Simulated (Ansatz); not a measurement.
Run report: Si₂H₈, molecular dynamics (part 3 of 3)

Si₂H₈; RKS B3LYP-D4/def2-SVP (Ansatz 0.2.0). It belongs to a series of runs on one base structure; here: dynamics from the highest image of the converged band.

**The program's output, continued**
```
md step   199: t =    99.50 fs  T =  2250.4 K  F+E_penalty+E_count = -15879.99844331 eV  E_kin = 2.327088 eV  conserved = -15877.67135503 eV  (22 SCF iters, 3 dispersion substeps)
these checks for a lower state are left out or cut short: starts, cluster_reference, orbital_swaps, neighbouring_geometries, increment
783 factors; integrals over basis functions are off by at most 4.4e-4 eV
mean field -15879.80556485 eV, -583.5720907895 hartree, gradient 2.7e-5 eV, S^2 0.000000; 0 other end points of the search recorded, 0 dependent functions left out
the calculation of the forces begins
reference -15879.80592993 eV, -583.5721042060 hartree; 18, 18 occupied and 58, 58 virtual orbitals, 783 factors
783 factors; integrals over basis functions are off by at most 4.4e-4 eV
mean field -15879.80556485 eV, -583.5720907895 hartree, gradient 2.7e-5 eV, S^2 0.000000; 1 other end points of the search recorded, 0 dependent functions left out
the calculation of the forces begins
reference -15879.80592993 eV, -583.5721042060 hartree; 18, 18 occupied and 58, 58 virtual orbitals, 783 factors
md step   200: t =   100.00 fs  T =  2273.4 K  F+E_penalty+E_count = -15880.02208843 eV  E_kin = 2.350878 eV  conserved = -15877.67121091 eV  (21 SCF iters, 3 dispersion substeps)
```

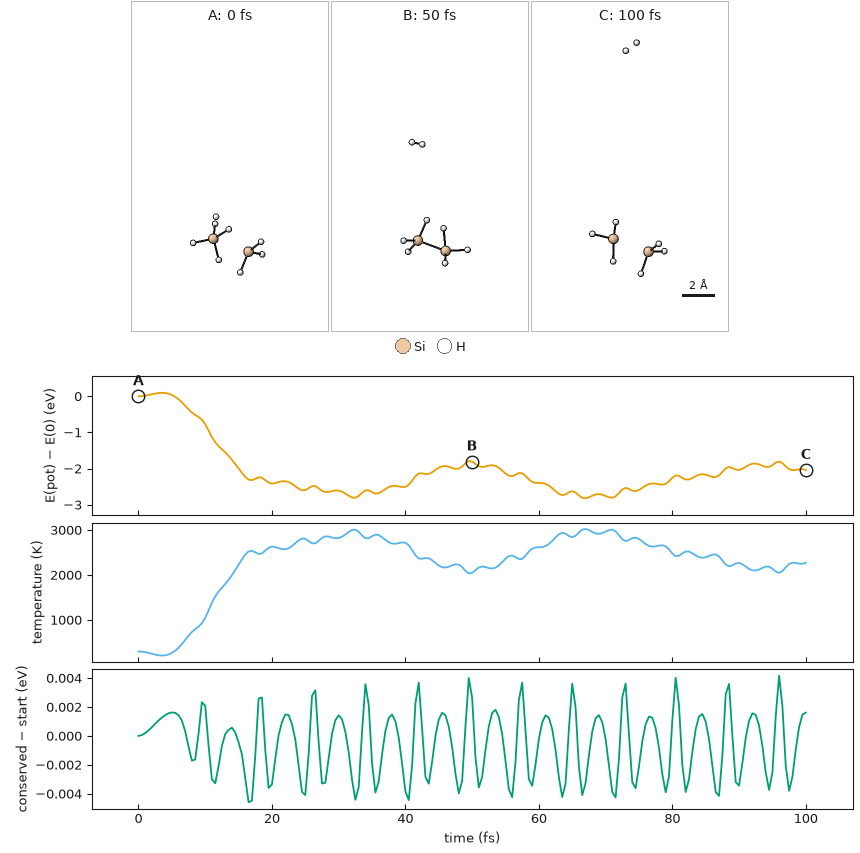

*Frames of the molecular dynamics (ball-and-stick, seen at a tilt) above the curves, on which the letters mark them.*

The trajectory kept here has 201 frames over 100 fs. The temperature starts at 300 K, ranges from 208 to 3024 K and averages 2500 K over the second half. The potential energy ends 2.039 eV below its first value. The conserved quantity stays within 0.0088 eV. After an unweighted best fit of the last frame on the first, the root-mean-square displacement is 5.02 Å, and H10 has moved furthest (10.63 Å).

```
Total energy: -15880.02245351 eV, -583.5800613007 hartree
Atom 0 at     0.285518     0.107725     0.018570 Å, force     0.391869     0.079399     1.402763 eV/Å
Atom 1 at     0.137753     0.025807     2.701897 Å, force    -0.106596    -1.068850    -1.167237 eV/Å
Atom 2 at    -0.938521    -0.549002     3.620966 Å, force     0.104839     0.276670    -0.624634 eV/Å
Atom 3 at     1.335748    -0.892075     2.935943 Å, force    -0.268063     0.542283    -0.018654 eV/Å
Atom 4 at     0.369009     1.435838     3.079444 Å, force     0.201258     0.202862     0.088152 eV/Å
Atom 5 at     1.799851     0.180932     0.257434 Å, force    -0.514926     0.157500    -0.573961 eV/Å
Atom 6 at    -0.290413     1.321558    -0.669775 Å, force     0.210062    -0.041416     0.401413 eV/Å
Atom 7 at    -0.016077    -0.998950    -0.954245 Å, force    -0.018447    -0.148449     0.492153 eV/Å
Atom 8 at   -13.444458    -2.079493    -0.463789 Å, force    -1.637910     1.770486     1.055153 eV/Å
Atom 9 at   -13.982318    -1.498097    -0.117299 Å, force     1.637913    -1.770486    -1.055149 eV/Å
Dipole moment:    -0.065117     0.016340    -0.008956 e Å
```

**Trajectory as extended XYZ (Å, eV, eV/Å), 10 of the 201 frames kept, from step=0 to step=200**
```
10
Properties=species:S:1:pos:R:3:forces:R:3 step=0 time_fs=0.0 energy=-15877.98305 temperature=300.0
Si   -0.2893    0.0360   -0.0219   -0.0103   0.0003   0.0184
Si   -0.0920   -0.0121    2.6703    0.0111  -0.0026  -0.0032
H    -1.1375   -0.1888    3.7281   -0.0073   0.0027   0.0002
H     0.9038   -1.1187    2.7545   -0.0002   0.0011   0.0002
H     0.5863    1.3043    2.8447    0.0015  -0.0002  -0.0009
H     1.2033    0.2159    0.2663   -0.0170  -0.0006  -0.0010
H    -0.6429    1.3085   -0.7180    0.0042  -0.0011   0.0030
H    -0.3418   -1.2871   -0.7080    0.0062  -0.0016  -0.0041
H    -1.9978   -0.1566    0.2967    0.0095   0.0011   0.0133
H    -1.3249   -0.1014    1.2308    0.0023   0.0008  -0.0258
10
Properties=species:S:1:pos:R:3:forces:R:3 step=22 time_fs=11.0 energy=-15879.10504 temperature=1382.1
Si   -0.2462    0.0450   -0.0198    1.0645   0.6707   1.9056
Si   -0.1003   -0.0116    2.6742    1.5579  -0.4517  -1.9695
H    -0.9888   -0.1048    3.8293   -0.8341  -0.2427   0.1484
H     0.9115   -1.1764    2.7091   -0.4170   0.5575   0.2450
H     0.5994    1.2727    2.8531    0.3707   0.3022   0.1478
H     1.2025    0.2588   -0.0148    0.8488  -0.0652  -0.3881
H    -0.7693    1.3219   -0.6428   -0.3208  -0.6327   0.2013
H    -0.5729   -1.2942   -0.5450   -0.0092   0.0067  -0.2887
H    -2.2902   -0.3139    0.3926   -1.8607  -0.2008  -1.1022
H    -1.8119   -0.2526    0.9481   -0.4002   0.0561   1.1005
10
Properties=species:S:1:pos:R:3:forces:R:3 step=44 time_fs=22.0 energy=-15880.33130 temperature=2572.3
Si   -0.1542    0.0625    0.0494    0.0775  -0.6048   0.3478
Si   -0.0717   -0.0043    2.6271    0.4892   0.0938  -0.9398
H    -1.2549   -0.1681    3.5857    0.2670   0.1956  -0.7557
H     0.8660   -1.1251    2.9147   -0.0328  -0.1780   0.0211
H     0.7325    1.2236    2.9583   -0.3185  -0.0220   0.0988
H     1.2871    0.1867   -0.6021   -1.1892   0.1982   0.7486
H    -1.1930    1.0229   -0.4518    0.4743   0.3554   0.0995
H    -0.7277   -1.2027   -0.5428    0.2724  -0.0279   0.3443
H    -3.6499   -0.5549    0.1895    1.3809   0.5206   1.8401
H    -3.1400   -0.3620    0.8629   -1.4208  -0.5307  -1.8048
10
Properties=species:S:1:pos:R:3:forces:R:3 step=67 time_fs=33.5 energy=-15880.65153 temperature=2880.8
Si   -0.0785    0.0623    0.1573    0.0839  -0.1960  -0.7290
Si   -0.0101    0.0024    2.5295   -0.5795   0.9170  -0.2797
H    -1.5395   -0.0966    2.7459    0.8740   0.0792   0.1465
H     0.6833   -1.1355    3.1150    0.2178  -0.6430   0.1710
H     0.5998    1.2320    3.1940   -0.3993  -0.3233  -0.3033
H     1.0471    0.3984   -0.8509   -0.3840  -0.1895   0.8866
H    -1.1858    1.0116   -0.1241   -0.0556   0.2762  -0.0051
H    -0.6689   -1.2612   -0.2640    0.2376   0.0785   0.1123
H    -5.0669   -0.7775    0.1176   -1.3442  -1.1225  -2.6307
H    -4.7734   -0.5326    0.6918    1.3492   1.1233   2.6316
10
Properties=species:S:1:pos:R:3:forces:R:3 step=89 time_fs=44.5 energy=-15880.01716 temperature=2267.1
Si   -0.0277    0.0592    0.2479   -0.3659   0.5118  -0.6031
Si    0.0509    0.0132    2.4300   -0.0823  -0.3111   2.1990
H    -1.4067   -0.0034    2.1827   -0.6724  -0.3310   0.6424
H     0.4035   -1.2407    3.1966    0.1166   0.2953  -0.2648
H     0.2355    1.2150    3.2794    0.3158   0.1482  -0.0225
H     0.9858    0.5356   -0.6226    1.3035   0.0600  -1.0228
H    -1.0464    1.1502    0.1917   -0.3054  -0.2823  -0.4063
H    -0.4426   -1.3477    0.0661   -0.3110  -0.0909  -0.5219
H    -6.4763   -1.0386   -0.0607    0.4657   0.9064   1.6202
H    -6.2747   -0.6466    0.6400   -0.4647  -0.9064  -1.6202
10
Properties=species:S:1:pos:R:3:forces:R:3 step=111 time_fs=55.5 energy=-15880.17940 temperature=2420.4
Si    0.0372    0.0786    0.2775   -0.1643   0.0564  -2.7540
Si    0.0879    0.0226    2.4134   -1.3248  -1.3114   3.0628
H    -1.4138   -0.1672    2.3015   -0.0126   0.0951   0.2476
H     0.3474   -1.2875    3.1594    0.5416   0.6440  -0.2903
H     0.1706    1.2266    3.2430    0.4560   0.3803   0.2478
H     1.2353    0.3818   -0.5454    0.0396   0.1684  -0.1486
H    -1.1203    1.0358    0.0691    0.4823  -0.1374  -0.2906
H    -0.4171   -1.3078   -0.0661   -0.0181   0.1045  -0.0747
H    -7.8566   -1.2480   -0.1441    0.0307   0.2537   0.3712
H    -7.8034   -0.8124    0.4934   -0.0305  -0.2537  -0.3712
10
Properties=species:S:1:pos:R:3:forces:R:3 step=133 time_fs=66.5 energy=-15880.78816 temperature=3008.7
Si    0.1066    0.0992    0.2039    0.7460  -0.4849  -1.7041
Si    0.0740    0.0125    2.5083   -0.4629   0.1179   0.7094
H    -1.4088   -0.2780    2.7872    0.6844   0.1700   0.0770
H     0.9147   -1.1049    3.0501   -0.1063   0.0578  -0.1300
H     0.5229    1.2833    3.2004   -0.2161  -0.2864  -0.2232
H     1.4928    0.2999   -0.5326   -1.0957  -0.0025   0.7508
H    -0.9349    0.9850   -0.3959    0.1735   0.4181   0.2254
H    -0.4245   -1.2209   -0.3102    0.2771   0.0099   0.2946
H    -9.2376   -1.4531   -0.2223    0.0960  -0.4827  -0.5782
H    -9.3312   -0.9823    0.3416   -0.0960   0.4828   0.5782
10
Properties=species:S:1:pos:R:3:forces:R:3 step=156 time_fs=78.0 energy=-15880.41682 temperature=2652.8
Si    0.1721    0.1061    0.0778    0.4284  -0.0026   1.4470
Si    0.0619   -0.0004    2.6327    0.7093   1.4411  -1.5051
H    -1.1590   -0.3061    3.4542    0.2418  -0.1170  -0.2920
H     1.2655   -0.8100    2.8007    0.1281  -1.0083   0.3647
H     0.7268    1.2991    3.0585   -0.6558  -0.0645   0.0244
H     1.6398    0.3675   -0.2415   -0.4154  -0.3049   0.2474
H    -0.5139    1.2239   -0.6100   -0.4111  -0.0122  -0.0021
H    -0.2438   -1.2501   -0.3761   -0.0253   0.0684  -0.2843
H   -10.6789   -1.6926   -0.3362   -0.5578   1.2353   1.2207
H   -10.9307   -1.1349    0.2150    0.5578  -1.2353  -1.2207
10
Properties=species:S:1:pos:R:3:forces:R:3 step=178 time_fs=89.0 energy=-15879.96472 temperature=2216.4
Si    0.2336    0.1115    0.0095   -1.5842  -0.1287   1.8471
Si    0.0918    0.0149    2.6975    0.9956  -0.5645  -1.8226
H    -0.7819   -0.4441    3.7802   -0.9161  -0.1471  -0.0525
H     1.2234   -1.0269    2.7927   -0.1752   0.7625   0.0711
H     0.4297    1.4228    3.0212    0.3692   0.0900   0.1295
H     1.6436    0.2331    0.1426    1.4890   0.2352  -0.1584
H    -0.3568    1.3144   -0.6666   -0.0125  -0.2332   0.0910
H    -0.0792   -1.1768   -0.6568   -0.1658  -0.0143  -0.1051
H   -12.0929   -1.8407   -0.3641    1.3998  -2.0167  -1.5879
H   -12.4253   -1.3619    0.0129   -1.3998   2.0167   1.5879
10
Properties=species:S:1:pos:R:3:forces:R:3 step=200 time_fs=100.0 energy=-15880.02209 temperature=2273.4
Si    0.2855    0.1077    0.0186    0.3919   0.0794   1.4028
Si    0.1378    0.0258    2.7019   -0.1066  -1.0688  -1.1672
H    -0.9385   -0.5490    3.6210    0.1048   0.2767  -0.6246
H     1.3357   -0.8921    2.9359   -0.2681   0.5423  -0.0187
H     0.3690    1.4358    3.0794    0.2013   0.2029   0.0882
H     1.7999    0.1809    0.2574   -0.5149   0.1575  -0.5740
H    -0.2904    1.3216   -0.6698    0.2101  -0.0414   0.4014
H    -0.0161   -0.9990   -0.9542   -0.0184  -0.1484   0.4922
H   -13.4445   -2.0795   -0.4638   -1.6379   1.7705   1.0552
H   -13.9823   -1.4981   -0.1173    1.6379  -1.7705  -1.0551
```

The run was set up as follows.

**The input**
```yaml
crystal:
  periodic: [false, false, false]
  atoms:
    - { symbol: Si, position_ang: [-0.289272, 0.035968, -0.02187] }
    - { symbol: Si, position_ang: [-0.091977, -0.012098, 2.670331] }
    - { symbol: H, position_ang: [-1.137506, -0.188801, 3.728115] }
    - { symbol: H, position_ang: [0.90384, -1.118667, 2.754461] }
    - { symbol: H, position_ang: [0.586308, 1.304251, 2.844662] }
    - { symbol: H, position_ang: [1.203293, 0.215936, 0.266251] }
    - { symbol: H, position_ang: [-0.642925, 1.308473, -0.717974] }
    - { symbol: H, position_ang: [-0.341841, -1.287087, -0.70801] }
    - { symbol: H, position_ang: [-1.997804, -0.156556, 0.296666] }
    - { symbol: H, position_ang: [-1.324918, -0.101418, 1.230772] }
basis:
  gaussian: { orbitals: def2-SVP }
hamiltonian:
  xc: b3lyp
  dispersion: d4
md:
  timestep: 0.5
  n_steps: 200
  ensemble: nve
  temperature: 300.0
  initial_velocities: maxwell_boltzmann
  seed: 6170
```

Launched with:
```bash
ansatz run input.yaml --threads 1 --pin off --max-ram 2048MiB --backend cpu --events-out ev --progress --plain --runs-dir out
```

**Key numbers**

- outcome: finished
- mean temperature over the second half: 2500 K
- trajectory: 200 steps, 100 fs
- ensemble: nve
- temperature in the input: 300.0 K
- time step: 0.5 fs
- potential energy (last step): −15880.0225 eV
- mean-field energy (last step): −15879.8059 eV
- largest force (length of the vector) (last step): 2.633 eV/Å
- hardware: 1 thread of Intel Xeon (Granite Rapids), 32 GiB of memory available, shared host
- wall time: 3.3 min
- peak memory: 0.17 GiB

**Notes**

So short a trajectory is not equilibrated.
